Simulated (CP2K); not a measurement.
# GFN1-xTB run of AlHSCl (SMILES [SH][Al][Cl])

Aim: the vertical electron affinity of AlHSCl at GFN1-xTB, from 2 runs. 

Program for the calculation: CP2K 2026.2.

3 further runs of the same task are left out: 1 that didn't finish, 2 set aside as unsound or not needed.

**1. The system as given**

The species is AlHSCl (4 atoms), meant as a doublet with charge 0. SMILES: `[SH][Al][Cl]`. Geometry: relaxed at PBE0-D4/def2-TZVP.

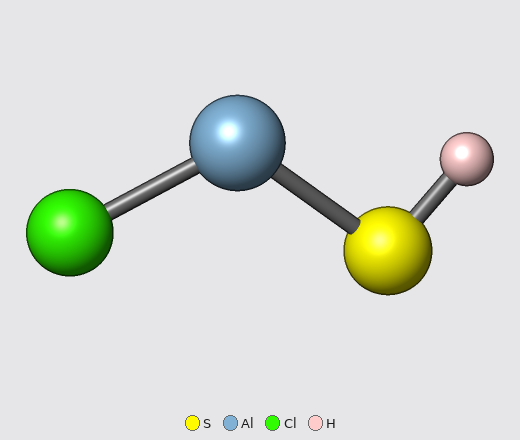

The structure, seen from a chosen angle (sulfur yellow, aluminium light blue, chlorine green, hydrogen pink).

**2. A single-point energy at GFN1-xTB**

molecule.inp reads:

```
&GLOBAL
  PROJECT_NAME molecule
  RUN_TYPE ENERGY
  PRINT_LEVEL MEDIUM
&END

&FORCE_EVAL
  METHOD QS
  &DFT
    MULTIPLICITY 2
    SPIN_POLARIZED T
    &QS
      METHOD XTB
      EPS_DEFAULT 1.0E-10
      &XTB
        GFN_TYPE TBLITE
        &TBLITE
          METHOD GFN1
        &END
        CHECK_ATOMIC_CHARGES F
      &END
    &END
    &POISSON
      PERIODIC NONE
      POISSON_SOLVER ANALYTIC
    &END
    &SCF
      SCF_GUESS ATOMIC
      EPS_SCF 1.0E-07
      MAX_SCF 150
      ADDED_MOS 2
      &DIAGONALIZATION
        ALGORITHM STANDARD
      &END
      &MIXING
        METHOD DIRECT_P_MIXING
        ALPHA 0.4
      &END
      &SMEAR ON
        METHOD FERMI_DIRAC
        ELECTRONIC_TEMPERATURE [K] 300
      &END
    &END
    # extra output
    &PRINT
      &MOMENTS
        PERIODIC F
        REFERENCE COM
        MAX_MOMENT 1
      &END
      &MO ON
        ENERGIES T
        OCCUPATION_NUMBERS T
        NDIGITS 6
        &EACH
          QS_SCF 0
        &END
        ADD_LAST NUMERIC
      &END
      &HIRSHFELD OFF
      &END
    &END
  &END
  &SUBSYS
    &CELL
      ABC 8.8 12.5 9.4
      PERIODIC NONE
    &END
    &COORD
      S      0.439800     0.984900    -0.744700
      Al    -0.394100    -0.525900     0.609100
      Cl     0.226200    -2.507400     0.251000
      H     -0.216400     1.988100    -0.135600
    &END
    &TOPOLOGY
      &CENTER_COORDINATES
      &END
    &END
  &END
&END
```

Command:

```console
$ OMP_NUM_THREADS=1 cp2k.psmp molecule.inp > molecule.out
```

Output:

```text
CP2K| version string:                                       CP2K version 2026.2
[...]
 GLOBAL| Method name                                                        CP2K
[...]
 GLOBAL| Run type                                                         ENERGY
[...]
                             - Atoms:                                          4
[...]
                             - Spherical basis functions:                     29
[...]
 Number of electrons:                                                          9
[...]
  *** SCF run converged in    12 steps ***
[...]
  Fermi energy:                                                -0.36171156620382
[...]
 TB_DIPOLE| Moment [Debye]         -1.21662751       2.42294915       1.00950965
 TB_DIPOLE| Derivative [a.u.]       0.00000000       0.00000000       0.00000000
[...]
 ENERGY| Total FORCE_EVAL ( QS ) energy [hartree]             -9.868299901420373
[...]
```

Wall time 0.48 s (1 thread of Arm Neoverse N1, shared host); peak memory 0.14 GiB.

**3. The singlet anion**

qs.inp reads:

```
&GLOBAL
   PROJECT qs
   RUN_TYPE ENERGY
   PRINT_LEVEL MEDIUM
&END

&FORCE_EVAL
   METHOD Quickstep
   &DFT
      CHARGE -1
      ! Quickstep
      &QS
         METHOD XTB
         EPS_DEFAULT 1.0E-10
         &XTB
            GFN_TYPE TBLITE
            &TBLITE
               METHOD GFN1
            &END
            CHECK_ATOMIC_CHARGES F
         &END
      &END
      &POISSON
         PERIODIC NONE
         POISSON_SOLVER ANALYTIC
      &END
      &SCF
         SCF_GUESS ATOMIC
         EPS_SCF 1.0E-07
         MAX_SCF 150
         ADDED_MOS 4
         &DIAGONALIZATION
            ALGORITHM STANDARD
         &END
         &MIXING
            METHOD DIRECT_P_MIXING
            ALPHA 0.4
         &END
         &SMEAR ON
            METHOD FERMI_DIRAC
            ELECTRONIC_TEMPERATURE [K] 300
         &END
      &END
      ! extra output
      &PRINT
         &MOMENTS
            PERIODIC F
            REFERENCE COM
            MAX_MOMENT 1
         &END
         &MO ON
            ENERGIES T
            OCCUPATION_NUMBERS T
            NDIGITS 6
            &EACH
               QS_SCF 0
            &END
            ADD_LAST NUMERIC
         &END
         &HIRSHFELD OFF
         &END
      &END
   &END
   &SUBSYS
      &CELL
         ABC 8.8 12.5 9.4
         PERIODIC NONE
      &END
      &COORD
         S      0.439800     0.984900    -0.744700
         Al    -0.394100    -0.525900     0.609100
         Cl     0.226200    -2.507400     0.251000
         H     -0.216400     1.988100    -0.135600
      &END
      &TOPOLOGY
         &CENTER_COORDINATES
         &END
      &END
   &END
&END
```

Command:

```console
$ OMP_NUM_THREADS=1 cp2k.psmp qs.inp > qs.out
```

Output:

```text
CP2K| version string:                                       CP2K version 2026.2
[...]
 GLOBAL| Method name                                                        CP2K
[...]
 GLOBAL| Run type                                                         ENERGY
[...]
                             - Atoms:                                          4
[...]
                             - Spherical basis functions:                     29
[...]
 Number of electrons:                                                         18
[...]
  *** SCF run converged in    11 steps ***
[...]
  Fermi energy:                                                 0.02213559316805
[...]
 TB_DIPOLE| Moment [Debye]         -0.10962623       1.36786034      -0.14862487
 TB_DIPOLE| Derivative [a.u.]       0.00000000       0.00000000       0.00000000
[...]
 ENERGY| Total FORCE_EVAL ( QS ) energy [hartree]            -10.119735309391322
[...]
```

It took 0.46 s on 1 thread of Arm Neoverse N1, shared host; peak memory 0.14 GiB.

**4. Outcome**

Level: GFN1-xTB.

| quantity | value |
| --- | --- |
| doublet AlHSCl: total energy | -9.86830 Eh |
| doublet AlHSCl: dipole moment (from atomic charges alone) | 2.89 D |
| doublet AlHSCl: HOMO energy (highest over α and β) | -10.01 eV |
| doublet AlHSCl: LUMO energy (lowest over α and β) | -9.67 eV |
| singlet anion: total energy | -10.11974 Eh |
| singlet anion: HOMO energy | -4.13 eV |
| singlet anion: LUMO energy | 1.50 eV |
| singlet anion: HOMO–LUMO gap | 5.63 eV |
| vertical electron affinity (to the singlet anion) | 6.842 eV |

At fixed nuclei the extra electron is bound by 6.84 eV (660 kJ/mol). A minimal valence basis can't be trusted even for the sign of an electron affinity. xTB total energies overstate such differences by several eV unless an empirical shift is taken off; none is applied here. The dipole (doublet AlHSCl) comes from point charges on the atoms alone, without atomic dipoles, so it is partial.
